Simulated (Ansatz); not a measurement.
Molecular dynamics of C$_{2}$H$_{7}$AlO$_{2}$

The run: molecular dynamics of C$_{2}$H$_{7}$AlO$_{2}$, SMILES C[CH2][Al]([OH])[OH]. Method and program: RKS revPBE/def2-SVP (Ansatz 0.2.0).

The geometry comes from this level: PBE0-D4/def2-TZVP. Figures and captions count atoms from 1; the log counts them from 0 in places.

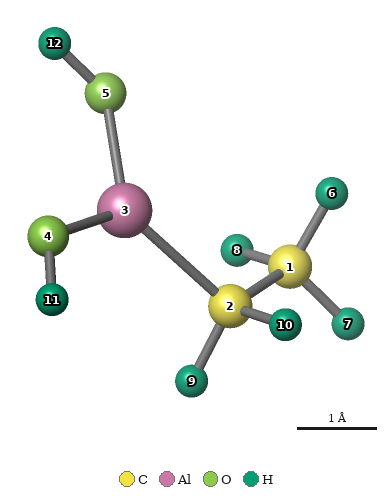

**Figure 1.** The starting structure (ball-and-stick view, seen at a tilt; atoms are numbered from 1 in the order of the input). Sticks mark near contacts.

Summary:

| quantity | value |
| --- | --- |
| outcome | finished |
| mean temperature over the second half | 772 K |
| trajectory | 20 steps, 20 fs |
| ensemble | nvt_langevin |
| temperature in the input | 1500 K |
| time step | 1 fs |
| potential energy (last step) | −12870.3781 eV |
| SCF solution under orbital rotations (last step) | stable |
| largest force (length of the vector) (last step) | 5.562 eV/Å |
| dipole moment (last step) | 1.88 D |
| hardware | 4 threads of Arm Neoverse V1, 23 GiB of memory available, shared host |
| wall time | 24 s (CPU time 90 s) |
| peak memory | 0.46 GiB |

So short a trajectory is not equilibrated. The logged temperature at the start can lie below the typed one, since it is counted over all degrees of freedom. The temperature stays far from the 1500 K of the thermostat over the second half: the run isn't equilibrated.

The input:
```yaml
crystal:
  periodic: [false, false, false]
  atoms:
    - {symbol: C, position_ang: [-1.606973, -0.553245, 0.555318]}
    - {symbol: C, position_ang: [-0.517926, -0.569818, -0.518399]}
    - {symbol: Al, position_ang: [1.068592, 0.489841, -0.119382]}
    - {symbol: O, position_ang: [2.409750, 0.633145, -1.154298]}
    - {symbol: O, position_ang: [1.143534, 1.333556, 1.348996]}
    - {symbol: H, position_ang: [-1.972512, 0.459125, 0.741963]}
    - {symbol: H, position_ang: [-2.467758, -1.166301, 0.271697]}
    - {symbol: H, position_ang: [-1.235756, -0.930863, 1.510801]}
    - {symbol: H, position_ang: [-0.195096, -1.600255, -0.715055]}
    - {symbol: H, position_ang: [-0.924813, -0.221915, -1.476540]}
    - {symbol: H, position_ang: [2.478080, 0.204282, -2.004640]}
    - {symbol: H, position_ang: [1.897881, 1.867348, 1.593537]}
basis:
  gaussian: {orbitals: def2-SVP}
hamiltonian: {xc: {name: revPBE}}
md: {timestep: 1 fs, n_steps: 20, ensemble: nvt_langevin, temperature: 1500, initial_velocities: maxwell_boltzmann, friction: 0.01, seed: 739}
```

Launch command:
```bash
ansatz run in.yaml --threads 4 --pin off --events-out ev --progress --plain --max-ram 10444MiB
```

Output:
```
Functional definition: revPBE
  name "revPBE"
  cite "Zhang & Yang, Phys. Rev. Lett. 80, 890 (1998) doi:10.1103/PhysRevLett.80.890"
  cite "Perdew, Burke & Ernzerhof, Phys. Rev. Lett. 77, 3865 (1996) doi:10.1103/PhysRevLett.77.3865"
  parameter kappa = 1.245
  parameter beta = 0.06672455060314922
  exchange = pbe_x(kappa = kappa, mu = beta*pi^2/3)
  correlation = pbe_c(beta = beta)
1201 factors; their error is unknown
mean field evaluation 1: about -12851.6602 eV, gradient 9.9e1 eV
mean field evaluation 2: about -12795.9143 eV, gradient 1.8e2 eV
mean field evaluation 4: about -12871.3145 eV, gradient 1.5e1 eV
mean field evaluation 8: about -12871.8448 eV, gradient 3.1e-1 eV
mean field evaluation 16: about -12871.7931 eV, gradient 4.6e-4 eV
mean field -12871.79311666 eV, -473.0296722225 hartree, gradient 1.6e-5 eV, S^2 0.000000; 0 other end points of the search recorded, 0 dependent functions left out
the calculation of the forces begins
reference -12871.79316588 eV, -473.0296740312 hartree; 24, 24 occupied and 85, 85 virtual orbitals, 1201 factors
md step     0: t =     0.00 fs  T =  1375.0 K  F+E_penalty+E_count = -12871.79311666 eV  E_kin = 2.132790 eV  (28 SCF iters)
these checks for a lower state are left out or cut short: starts, cluster_reference, orbital_swaps, neighbouring_geometries, increment
1201 factors; their error is unknown
mean field -12871.67923935 eV, -473.0254873087 hartree, gradient 1.4e-5 eV, S^2 0.000000; 0 other end points of the search recorded, 0 dependent functions left out
[... from here on the field's lines of each further geometry are left out, up to the last ...]
md step     1: t =     1.00 fs  T =  1248.3 K  F+E_penalty+E_count = -12871.67923935 eV  E_kin = 1.936275 eV  (30 SCF iters)
md step     2: t =     2.00 fs  T =  1143.0 K  F+E_penalty+E_count = -12871.46457563 eV  E_kin = 1.772855 eV  (31 SCF iters)
md step     3: t =     3.00 fs  T =   969.7 K  F+E_penalty+E_count = -12871.25076575 eV  E_kin = 1.504138 eV  (30 SCF iters)
md step     4: t =     4.00 fs  T =   834.8 K  F+E_penalty+E_count = -12871.05612275 eV  E_kin = 1.294840 eV  (31 SCF iters)
md step     5: t =     5.00 fs  T =   756.5 K  F+E_penalty+E_count = -12870.86954998 eV  E_kin = 1.173455 eV  (31 SCF iters)
md step     6: t =     6.00 fs  T =   641.6 K  F+E_penalty+E_count = -12870.68445621 eV  E_kin = 0.995154 eV  (31 SCF iters)
md step     7: t =     7.00 fs  T =   600.2 K  F+E_penalty+E_count = -12870.60426373 eV  E_kin = 0.931053 eV  (31 SCF iters)
md step     8: t =     8.00 fs  T =   682.7 K  F+E_penalty+E_count = -12870.63861848 eV  E_kin = 1.059003 eV  (31 SCF iters)
md step     9: t =     9.00 fs  T =   623.7 K  F+E_penalty+E_count = -12870.69016216 eV  E_kin = 0.967509 eV  (31 SCF iters)
md step    10: t =    10.00 fs  T =   696.0 K  F+E_penalty+E_count = -12870.79581841 eV  E_kin = 1.079617 eV  (30 SCF iters)
md step    11: t =    11.00 fs  T =   808.8 K  F+E_penalty+E_count = -12870.97117618 eV  E_kin = 1.254569 eV  (31 SCF iters)
md step    12: t =    12.00 fs  T =   972.3 K  F+E_penalty+E_count = -12871.11185437 eV  E_kin = 1.508202 eV  (31 SCF iters)
md step    13: t =    13.00 fs  T =  1053.0 K  F+E_penalty+E_count = -12871.16419819 eV  E_kin = 1.633271 eV  (31 SCF iters)
md step    14: t =    14.00 fs  T =  1062.3 K  F+E_penalty+E_count = -12871.09188076 eV  E_kin = 1.647768 eV  (31 SCF iters)
md step    15: t =    15.00 fs  T =   854.7 K  F+E_penalty+E_count = -12870.90368020 eV  E_kin = 1.325672 eV  (31 SCF iters)
md step    16: t =    16.00 fs  T =   758.2 K  F+E_penalty+E_count = -12870.74863120 eV  E_kin = 1.176046 eV  (32 SCF iters)
md step    17: t =    17.00 fs  T =   707.6 K  F+E_penalty+E_count = -12870.67180452 eV  E_kin = 1.097647 eV  (31 SCF iters)
md step    18: t =    18.00 fs  T =   599.3 K  F+E_penalty+E_count = -12870.58597921 eV  E_kin = 0.929522 eV  (30 SCF iters)
md step    19: t =    19.00 fs  T =   518.0 K  F+E_penalty+E_count = -12870.47711024 eV  E_kin = 0.803450 eV  (31 SCF iters)
the calculation of the forces begins
reference -12870.37805795 eV, -472.9776697740 hartree; 24, 24 occupied and 85, 85 virtual orbitals, 1201 factors
1201 factors; their error is unknown
mean field evaluation 192: about -12870.4308 eV, gradient 3.5e-2 eV
mean field -12870.37800806 eV, -472.9776679408 hartree, gradient 3.0e-5 eV, S^2 0.000000; 1 other end points of the search recorded, 0 dependent functions left out
the calculation of the forces begins
reference -12870.37805795 eV, -472.9776697740 hartree; 24, 24 occupied and 85, 85 virtual orbitals, 1201 factors
md step    20: t =    20.00 fs  T =   459.4 K  F+E_penalty+E_count = -12870.37800806 eV  E_kin = 0.712578 eV  (30 SCF iters)
```

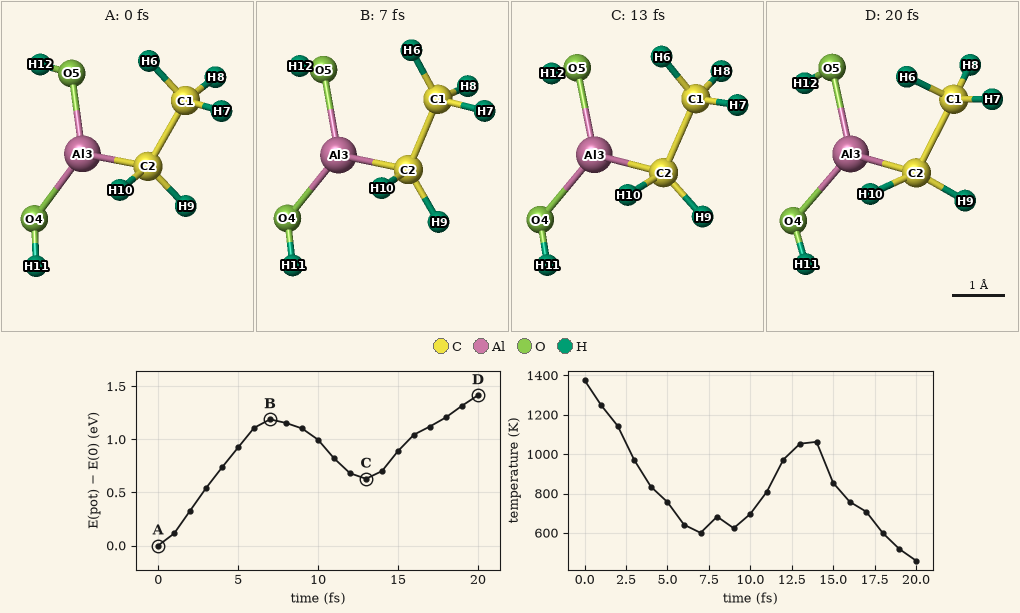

**Figure 2.** Frames of the molecular dynamics (ball-and-stick, seen at a tilt) above the curves, on which the letters mark them. The trajectory kept here has 21 frames over 20 fs. The temperature starts at 1375 K, ranges from 459 to 1375 K and averages 772 K over the second half. The potential energy ends 1.415 eV above its first value. After an unweighted best fit of the last frame on the first, the root-mean-square displacement is 0.25 Å.

```
Total energy: -12870.37805795 eV, -472.9776697740 hartree
Atom 0 at    -1.779997    -0.461205     0.562955 Å, force    -1.278855     2.615914    -4.739208 eV/Å
Atom 1 at    -0.634720    -0.663676    -0.601847 Å, force     0.484802     0.267545     3.435010 eV/Å
Atom 2 at     1.101163     0.379496    -0.025249 Å, force    -0.214213     0.203679     0.323078 eV/Å
Atom 3 at     2.477107     0.547461    -1.166180 Å, force    -0.843183     0.550851     1.738389 eV/Å
Atom 4 at     1.185266     1.477259     1.428887 Å, force     2.177254    -0.900912    -1.513508 eV/Å
Atom 5 at    -2.072918     0.593947     0.259370 Å, force    -0.173400    -0.281256     1.118726 eV/Å
Atom 6 at    -2.787938    -0.970085     0.437820 Å, force     1.016293    -0.359833    -0.177885 eV/Å
Atom 7 at    -1.494221    -0.471699     1.569996 Å, force     0.987460    -0.171040     2.017485 eV/Å
Atom 8 at    -0.600944    -1.760675    -0.525002 Å, force     0.919747    -0.288760    -1.480390 eV/Å
Atom 9 at    -0.638117    -0.065862    -1.548535 Å, force    -1.183148    -0.926191    -0.050191 eV/Å
Atom 10 at     2.360875    -0.044817    -1.900726 Å, force     0.057732    -0.755695    -1.080128 eV/Å
Atom 11 at     2.199947     1.653544     1.395263 Å, force    -1.950488     0.045699     0.408624 eV/Å
Dipole moment:     0.007848    -0.311753    -0.235287 e Å
```

Trajectory as extended XYZ (Å, eV, eV/Å), 8 of the 21 frames kept, from step=0 to step=20:
```
12
Properties=species:S:1:pos:R:3:forces:R:3 step=0 time_fs=0.0 energy=-12871.79312 temperature=1375.0
C    -1.6070   -0.5532    0.5553    0.1324  -0.0209  -0.1645
C    -0.5179   -0.5698   -0.5184    0.0246   0.1581   0.2624
Al    1.0686    0.4898   -0.1194   -0.3753  -0.3015  -0.1860
O     2.4097    0.6331   -1.1543    0.6161   0.3916   0.1192
O     1.1435    1.3336    1.3490   -0.5072   0.0274   0.5402
H    -1.9725    0.4591    0.7420   -0.2251   0.5299   0.1148
H    -2.4678   -1.1663    0.2717   -0.4846  -0.3223  -0.1183
H    -1.2358   -0.9309    1.5108    0.1661  -0.2084   0.5228
H    -0.1951   -1.6003   -0.7151    0.1823  -0.5246  -0.1268
H    -0.9248   -0.2219   -1.4765   -0.1858   0.1705  -0.5113
H     2.4781    0.2043   -2.0046    0.0972  -0.3156  -0.6709
H     1.8979    1.8673    1.5935    0.5594   0.4159   0.2182
12
Properties=species:S:1:pos:R:3:forces:R:3 step=3 time_fs=3.0 energy=-12871.25077 temperature=969.7
C    -1.6505   -0.4785    0.5149    2.0322  -2.9633   3.0337
C    -0.5247   -0.6267   -0.5145   -0.4611   1.7306  -0.9988
Al    1.0797    0.4700   -0.1220   -0.8539   0.2446   1.0951
O     2.4136    0.6186   -1.1469    0.9002   0.3308  -0.2084
O     1.1581    1.3806    1.3691    1.5948   0.6897   0.3552
H    -2.0874    0.4824    0.8248    0.4487   0.4446  -0.3219
H    -2.4581   -1.1726    0.3159   -0.9232  -0.3931  -0.4024
H    -1.1481   -1.0012    1.4770   -1.3507   1.2908  -1.0794
H    -0.2301   -1.6328   -0.8725   -0.2174  -0.4293   0.7042
H    -1.0243   -0.2498   -1.4284    0.4729   0.4027  -0.7196
H     2.4186    0.1552   -1.9837    0.1433  -0.3034  -0.6832
H     2.0078    1.8642    1.6665   -1.7858  -1.0446  -0.7744
12
Properties=species:S:1:pos:R:3:forces:R:3 step=6 time_fs=6.0 energy=-12870.68446 temperature=641.6
C    -1.6929   -0.4287    0.4960    0.5997  -4.0231   2.6740
C    -0.5413   -0.6639   -0.5200   -0.8395   1.7823  -3.0129
Al    1.0896    0.4501   -0.1163   -1.1819   0.5615   1.6027
O     2.4249    0.6049   -1.1406    0.9008  -0.3629  -1.3639
O     1.1744    1.4243    1.3889   -2.0278  -1.7202  -1.6793
H    -2.1881    0.5283    0.8607    1.0607  -0.3772  -0.9776
H    -2.5051   -1.2145    0.3356    0.2196   0.8930  -0.1580
H    -1.1585   -0.9379    1.3959   -1.2787   1.0528  -0.0616
H    -0.2556   -1.6866   -1.0137   -0.7126   0.7607   1.7806
H    -1.0985   -0.2859   -1.4630    1.3165   0.2494   0.1892
H     2.4082    0.1131   -1.9935    0.1441   0.3668   0.5119
H     1.9925    1.7838    1.6645    1.7991   0.8170   0.4949
12
Properties=species:S:1:pos:R:3:forces:R:3 step=9 time_fs=9.0 energy=-12870.69016 temperature=623.7
C    -1.7292   -0.4040    0.5022   -0.9322  -2.2362  -1.3799
C    -0.5653   -0.6881   -0.5430   -0.7891   2.5951  -1.6448
Al    1.0938    0.4340   -0.1008   -1.0047   0.5332   1.4024
O     2.4438    0.5858   -1.1365    0.5032  -0.0580  -0.4320
O     1.1829    1.4577    1.4033   -0.3126  -1.1945  -1.3500
H    -2.2062    0.5627    0.8404    0.7837  -0.1474  -1.1795
H    -2.5378   -1.1926    0.3481    0.1536   0.9116  -0.1260
H    -1.2739   -0.7904    1.3415    0.9195  -0.8804   3.2774
H    -0.3645   -1.6820   -1.0408   -0.2541  -0.2347   1.5678
H    -1.0392   -0.3037   -1.5013    0.7494   0.6400   0.0457
H     2.4097    0.0827   -1.9662    0.1434   0.0173  -0.0906
H     2.0714    1.7691    1.6450    0.0398   0.0539  -0.0904
12
Properties=species:S:1:pos:R:3:forces:R:3 step=11 time_fs=11.0 energy=-12870.97118 temperature=808.8
C    -1.7532   -0.4070    0.5070    0.7997  -1.3383  -0.6335
C    -0.5804   -0.6972   -0.5667   -0.4033   2.1319   0.3256
Al    1.0956    0.4236   -0.0894   -0.7362   0.4058   1.1765
O     2.4586    0.5747   -1.1383    0.1438   0.1129   0.1559
O     1.1839    1.4713    1.4097    1.8111  -0.5940  -0.9332
H    -2.1995    0.5862    0.7818    0.5622  -0.0427  -1.0896
H    -2.5549   -1.1429    0.3676   -0.5992  -0.0201  -0.2513
H    -1.3144   -0.7196    1.4288    0.4246  -0.4363   1.5965
H    -0.4426   -1.7160   -1.0002    0.0146  -0.4037   1.2619
H    -0.9377   -0.2976   -1.5231   -0.0660   0.9581  -0.6642
H     2.4005    0.0690   -1.9573    0.1338  -0.1816  -0.4003
H     2.1472    1.7668    1.6187   -2.0851  -0.5921  -0.5443
12
Properties=species:S:1:pos:R:3:forces:R:3 step=14 time_fs=14.0 energy=-12871.09188 temperature=1062.3
C    -1.7777   -0.4288    0.5153    2.3064   0.1140   1.6771
C    -0.6015   -0.6948   -0.5954   -0.2631   0.6781   1.3160
Al    1.0980    0.4103   -0.0744   -0.4332   0.2464   0.9898
O     2.4764    0.5640   -1.1510   -0.4116  -0.1533   0.1710
O     1.1894    1.4835    1.4206   -1.0928  -1.6429  -1.7863
H    -2.1677    0.6218    0.6049    0.4608  -0.2600  -0.3997
H    -2.6590   -1.0545    0.4064   -0.4987  -0.6338  -0.3068
H    -1.3459   -0.6499    1.6471   -0.8920   0.3241  -2.5075
H    -0.5448   -1.7977   -0.8576    0.3313   0.7136   0.4960
H    -0.7551   -0.2105   -1.5892   -0.6578   0.0839   0.0755
H     2.4087    0.0247   -1.9606    0.1417   0.0698   0.0388
H     2.1109    1.7095    1.5319    1.0089   0.4600   0.2361
12
Properties=species:S:1:pos:R:3:forces:R:3 step=17 time_fs=17.0 energy=-12870.67180 temperature=707.6
C    -1.7790   -0.4529    0.5382   -0.0826   1.8815  -0.0150
C    -0.6167   -0.6859   -0.6044    0.0260   1.2279   1.4435
Al    1.0983    0.3927   -0.0544   -0.2622   0.2348   0.7894
O     2.4826    0.5580   -1.1619   -0.8891  -0.8920  -0.4838
O     1.1914    1.4853    1.4323   -0.7987  -1.6202  -1.8006
H    -2.1017    0.6429    0.4038    0.2386  -0.8832   0.5078
H    -2.7846   -1.0018    0.4304    1.2887   0.0442  -0.1742
H    -1.4287   -0.5445    1.6776   -0.3827  -0.0426  -2.2333
H    -0.6091   -1.7923   -0.6652    0.7734   0.0834  -0.8008
H    -0.6331   -0.0988   -1.6356   -1.0792  -1.3105   1.4526
H     2.3794   -0.0300   -1.9683    0.2710   0.7648   0.9895
H     2.1371    1.6484    1.4652    0.8967   0.5119   0.3251
12
Properties=species:S:1:pos:R:3:forces:R:3 step=20 time_fs=20.0 energy=-12870.37801 temperature=459.4
C    -1.7800   -0.4612    0.5630   -1.2789   2.6159  -4.7392
C    -0.6347   -0.6637   -0.6018    0.4848   0.2675   3.4350
Al    1.1012    0.3795   -0.0252   -0.2142   0.2037   0.3231
O     2.4771    0.5475   -1.1662   -0.8432   0.5509   1.7384
O     1.1853    1.4773    1.4289    2.1773  -0.9009  -1.5135
H    -2.0729    0.5939    0.2594   -0.1734  -0.2813   1.1187
H    -2.7879   -0.9701    0.4378    1.0163  -0.3598  -0.1779
H    -1.4942   -0.4717    1.5700    0.9875  -0.1710   2.0175
H    -0.6009   -1.7607   -0.5250    0.9197  -0.2888  -1.4804
H    -0.6381   -0.0659   -1.5485   -1.1831  -0.9262  -0.0502
H     2.3609   -0.0448   -1.9007    0.0577  -0.7557  -1.0801
H     2.1999    1.6535    1.3953   -1.9505   0.0457   0.4086
```
